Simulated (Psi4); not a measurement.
## Single-point calculation, with input and output: CH7GaSi (part 2 of 2)

CH7GaSi, multiplicity 3; OMP2/6-31G*, UHF (Psi4 1.11). The geometry is that of the parent species in another charge or spin state. The geometry comes from this level: PBE0-D4/def2-TZVP.

Geometry of the input (Å):
```
C  -1.1233  1.3941  -0.6192
Ga 0.5615  0.6593  0.0933
Si 0.7867  -1.7053  0.5507
H  -1.9243  0.6566  -0.6704
H  -0.9470  1.7854  -1.6260
H  -1.4542  2.2365  -0.0057
H  1.7596  1.6546  0.3460
H  0.5310  -2.4962  -0.6888
H  2.1250  -2.1009  1.0697
H  -0.2317  -2.1351  1.5533
```

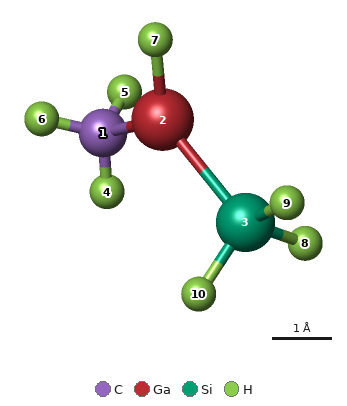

Figure 1. The structure as given in the input (ball-and-stick view, seen at a tilt; atoms are numbered from 1 in the order of the input). Sticks mark near contacts.

### The program's output, continued
```
  Module DFOCC Options:
  ----------------------------------------------------------------------------
  ACTIVE                        => (empty)
  BASIS_RELATIVISTIC            => (empty)
  BENCH                         => (empty)
  CC_DIIS_MAX_VECS              => (empty)
  CC_DIIS_MIN_VECS              => (empty)
  CC_LAMBDA                     => (empty)
  CC_MAXITER                    => (empty)
  CC_TYPE                       => (empty)
  CHOLESKY                      => FALSE           !
  CHOLESKY_TOLERANCE            => (empty)
  CI_TYPE                       => (empty)
  COMPUT_S2                     => (empty)
  CUBEPROP_BASIS_FUNCTIONS      => (empty)
  CUBEPROP_FILEPATH             => (empty)
  CUBEPROP_ISOCONTOUR_THRESHOLD => (empty)
  CUBEPROP_ORBITALS             => (empty)
  CUBEPROP_TASKS                => (empty)
  CUBIC_BASIS_TOLERANCE         => (empty)
  CUBIC_BLOCK_MAX_POINTS        => (empty)
  CUBIC_GRID_OVERAGE            => (empty)
  CUBIC_GRID_SPACING            => (empty)
  CUTOFF                        => (empty)
  DDX                           => (empty)
  DEBUG                         => (empty)
  DERTYPE                       => (empty)
  DF_BASIS_CC                   => (empty)
  DIE_IF_NOT_CONVERGED          => (empty)
  DKH_ORDER                     => (empty)
  DOCC                          => (empty)
  DO_DIIS                       => (empty)
  DO_LEVEL_SHIFT                => (empty)
  DO_SCS                        => FALSE           !
  DO_SOS                        => FALSE           !
  E3_SCALE                      => (empty)
  EKT_IP                        => (empty)
  EXTERNAL_POTENTIAL_SYMMETRY   => (empty)
  E_CONVERGENCE                 => 1e-09           !
  FREEZE_CORE                   => (empty)
  FREEZE_CORE_POLICY            => (empty)
  FROZEN_DOCC                   => (empty)
  FROZEN_UOCC                   => (empty)
  HESS_TYPE                     => (empty)
  INTEGRAL_CUTOFF               => (empty)
  INTEGRAL_PACKAGE              => (empty)
  LEVEL_SHIFT                   => (empty)
  LINEQ_SOLVER                  => (empty)
  LITERAL_CFOUR                 => (empty)
  LS_THC_BASIS_TOLERANCE        => (empty)
  LS_THC_DF                     => (empty)
  LS_THC_PRUNING_SCHEME         => (empty)
  LS_THC_RADIAL_POINTS          => (empty)
  LS_THC_SPHERICAL_POINTS       => (empty)
  LS_THC_S_EPSILON              => (empty)
  LS_THC_WEIGHTS_TOLERANCE      => (empty)
  MAT_NUM_COLUMN_PRINT          => (empty)
  MAX_MOGRAD_CONVERGENCE        => (empty)
  MAX_RADIAL_MOMENT             => (empty)
  MBIS_D_CONVERGENCE            => (empty)
  MBIS_MAXITER                  => (empty)
  MBIS_PRUNING_SCHEME           => (empty)
  MBIS_RADIAL_POINTS            => (empty)
  MBIS_SPHERICAL_POINTS         => (empty)
  MOLDEN_WITH_VIRTUAL           => (empty)
  MOLDEN_WRITE                  => (empty)
  MO_DIIS_NUM_VECS              => (empty)
  MO_MAXITER                    => (empty)
  MO_STEP_MAX                   => (empty)
  MP2_AMP_TYPE                  => (empty)
  MP2_OS_SCALE                  => (empty)
  MP2_SOS_SCALE                 => (empty)
  MP2_SOS_SCALE2                => (empty)
  MP2_SS_SCALE                  => (empty)
  MP2_TYPE                      => (empty)
  MP_TYPE                       => (empty)
  NAT_ORBS                      => FALSE           !
  NUM_FROZEN_DOCC               => 15              !
  NUM_FROZEN_UOCC               => (empty)
  NUM_GPUS                      => (empty)
  OCC_ORBS_PRINT                => (empty)
  OEPROP                        => (empty)
  OO_SCALE                      => (empty)
  OPT_METHOD                    => (empty)
  ORBITAL_OPTIMIZER_PACKAGE     => (empty)
  ORB_OPT                       => TRUE            !
  ORB_RESP_SOLVER               => (empty)
  ORTH_TYPE                     => (empty)
  PARENT_SYMMETRY               => (empty)
  PCG_BETA_TYPE                 => (empty)
  PCG_CONVERGENCE               => (empty)
  PCG_MAXITER                   => (empty)
  PCM                           => (empty)
  PE                            => (empty)
  PPL_TYPE                      => (empty)
  PRINT                         => (empty)
  PRINT_NOONS                   => (empty)
  PROPERTIES                    => (empty)
  PROPERTIES_ORIGIN             => (empty)
  PUREAM                        => TRUE            !
  QCHF                          => (empty)
  QC_MODULE                     => (empty)
  RAS1                          => (empty)
  RAS2                          => (empty)
  RAS3                          => (empty)
  RAS4                          => (empty)
  READ_SCF_3INDEX               => (empty)
  REGULARIZATION                => (empty)
  REG_PARAM                     => (empty)
  RELATIVISTIC                  => (empty)
  REMP_A                        => (empty)
  RESTRICTED_DOCC               => (empty)
  RESTRICTED_UOCC               => (empty)
  RMS_MOGRAD_CONVERGENCE        => (empty)
  R_CONVERGENCE                 => (empty)
  SCF_TYPE                      => PK              !
  SCREENING                     => (empty)
  SCS_TYPE                      => (empty)
  SOCC                          => (empty)
  SOS_TYPE                      => (empty)
  TRIPLES_IABC_TYPE             => (empty)
  WFN                           => (empty)
  WFN_TYPE                      => DF-OMP2         !
  WRITER_FILE_LABEL             => (empty)
  ZORA_BASIS_TOLERANCE          => (empty)
  ZORA_NR_DEBUG                 => (empty)
  ZORA_PRUNING_SCHEME           => (empty)
  ZORA_RADIAL_POINTS            => (empty)
  ZORA_SPHERICAL_POINTS         => (empty)

	Warning: cc_lambda option is changed to TRUE
	For this residual convergence, default PCG convergence is:     1.00e-07
	For this energy convergence, default RMS orbital gradient is:     3.16e-07
	For this energy convergence, default MAX orbital gradient is:     2.00e-06

 ==============================================================================
 ==============================================================================
 ==============================================================================

                      DF-OMP2 (DF-OO-MP2)

 ==============================================================================
 ==============================================================================
 ==============================================================================

	MO Hessian type is changed to 'APPROX_DIAG'
	MO spaces...

	 FC   AOCC   BOCC  AVIR   BVIR   FV
	------------------------------------------
	 15    15    13    48     50     0
	Number of basis functions in the DF-HF basis: 514
	Number of basis functions in the DF-CC basis: 344

	Minimum required memory for amplitudes:     11.87 MB

	Computing DF-MP2 energy using SCF MOs (Canonical DF-MP2)...
	=======================================================================
	Nuclear Repulsion Energy (a.u.)    :   238.58302856497733
	DF-HF Energy (a.u.)                : -2253.66268396506803
	REF Energy (a.u.)                  : -2253.66268396506803
	Alpha-Alpha Contribution (a.u.)    :    -0.06926489143265
	Alpha-Beta Contribution (a.u.)     :    -0.32644783891558
	Beta-Beta Contribution (a.u.)      :    -0.05628618177968
	Scaled_SS Correlation Energy (a.u.):    -0.04185035773744
	Scaled_OS Correlation Energy (a.u.):    -0.39173740669870
	DF-SCS-MP2 Total Energy (a.u.)     : -2254.09627172950422
	DF-SOS-MP2 Total Energy (a.u.)     : -2254.08706615565825
	DF-SCS(N)-MP2 Total Energy (a.u.)  : -2253.88365385392171
	DF-MP2 Correlation Energy (a.u.)   :    -0.45199891212792
	DF-MP2 Total Energy (a.u.)         : -2254.11468287719572
	=======================================================================

	Number of alpha independent-pairs:1665
	Number of beta independent-pairs :1595

 ==============================================================================
 ================ Performing DF-OMP2 iterations... ============================
 ==============================================================================
	            Minimizing DF-MP2-L Functional
	            ------------------------------
 Iter       E_total           DE           RMS MO Grad      MAX MO Grad      RMS T2
 ----    ---------------    ----------     -----------      -----------     ----------
	successfully fired up coupled DIIS...
   1     -2253.6464119970      4.68e-01       5.59e-03         7.57e-02        2.25e-05
   2     -2253.6493460402     -2.93e-03       3.71e-03         4.68e-02        8.45e-06
   3     -2253.6514699746     -2.12e-03       5.60e-04         1.39e-02        4.16e-06
   4     -2253.6519565141     -4.87e-04       3.02e-04         8.90e-03        6.99e-06
   5     -2253.6521532434     -1.97e-04       2.13e-04         5.68e-03        4.24e-06
   6     -2253.6523383068     -1.85e-04       1.24e-04         2.77e-03        6.34e-06
   7     -2253.6523725588     -3.43e-05       1.09e-04         2.65e-03        1.50e-06
   8     -2253.6524009934     -2.84e-05       9.84e-05         2.50e-03        1.19e-06
   9     -2253.6524361429     -3.51e-05       8.29e-05         2.24e-03        1.62e-06
  10     -2253.6524628473     -2.67e-05       7.08e-05         1.98e-03        1.37e-06
[... 32 lines of further cycles ...]
  43     -2253.6525281025     -3.05e-10       2.79e-07         7.29e-06        5.23e-09
  44     -2253.6525281026     -1.64e-10       2.52e-07         6.48e-06        4.72e-09
  45     -2253.6525281028     -1.88e-10       2.08e-07         5.45e-06        4.32e-09
  46     -2253.6525281029     -1.21e-10       1.68e-07         4.32e-06        3.54e-09
  47     -2253.6525281030     -1.13e-10       1.28e-07         3.16e-06        1.51e-09
  48     -2253.6525281031     -4.91e-11       1.06e-07         2.46e-06        1.23e-09
  49     -2253.6525281031     -1.55e-11       9.47e-08         2.26e-06        3.22e-10
  50     -2253.6525281031     -2.32e-11       7.82e-08         1.67e-06        5.15e-10
  51     -2253.6525281032     -2.46e-11       5.85e-08         9.74e-07        7.95e-10
  52     -2253.6525281032     -1.14e-11       4.87e-08         8.49e-07        8.70e-10

 ==============================================================================
 ======================== DF-OMP2 ITERATIONS ARE CONVERGED ====================
 ==============================================================================

	Computing MP2 energy using optimized MOs...
	=======================================================================
	Nuclear Repulsion Energy (a.u.)    :   238.58302856497733
	DF-HF Energy (a.u.)                : -2253.66268396506803
	REF Energy (a.u.)                  : -2253.17561419937965
	Alpha-Alpha Contribution (a.u.)    :    -0.07367010262214
	Alpha-Beta Contribution (a.u.)     :    -0.34269849346020
	Beta-Beta Contribution (a.u.)      :    -0.06054530770524
	Scaled_SS Correlation Energy (a.u.):    -0.04473847010913
	Scaled_OS Correlation Energy (a.u.):    -0.41123819215224
	DF-SCS-MP2 Total Energy (a.u.)     : -2253.63159086164114
	DF-SOS-MP2 Total Energy (a.u.)     : -2253.58685239153192
	DF-SCS(N)-MP2 Total Energy (a.u.)  : -2253.41183332155606
	DF-MP2 Correlation Energy (a.u.)   :     0.01015586190078
	DF-MP2 Total Energy (a.u.)         : -2253.65252810316724
	=======================================================================

	=======================================================================
	================ DF-OMP2 FINAL RESULTS ================================
	=======================================================================
	Nuclear Repulsion Energy (a.u.)    :   238.58302856497733
	DF-HF Energy (a.u.)                : -2253.66268396506803
	REF Energy (a.u.)                  : -2253.17561419937965
	DF-SCS-OMP2 Total Energy (a.u.)    : -2253.63159086164114
	DF-SOS-OMP2 Total Energy (a.u.)    : -2253.58685239153192
	DF-SCS(N)-OMP2 Total Energy (a.u.) : -2253.41183332155606
	DF-OMP2 Correlation Energy (a.u.)  :     0.01015586189624
	Edfomp2 - Eref (a.u.)              :    -0.47691390379214
	DF-OMP2 Total Energy (a.u.)        : -2253.65252810317179
	=======================================================================

	total time  =         30 seconds =       0.50 minutes

    Psi4 run time: 0:00:32.03
```

### Summary

- outcome: converged
- total energy: −2253.652528 hartree
- SCF energy: −2253.662684 hartree
- MP2 energy: −2254.114683 hartree
- correlation energy: 0.010156 hartree
- basis functions: 78
- ⟨S²⟩: 2.008
- hardware: 1 thread of Intel Xeon (Granite Rapids), 64 GiB of memory available, shared host
- wall time: 33 s
- peak memory: 0.29 GiB
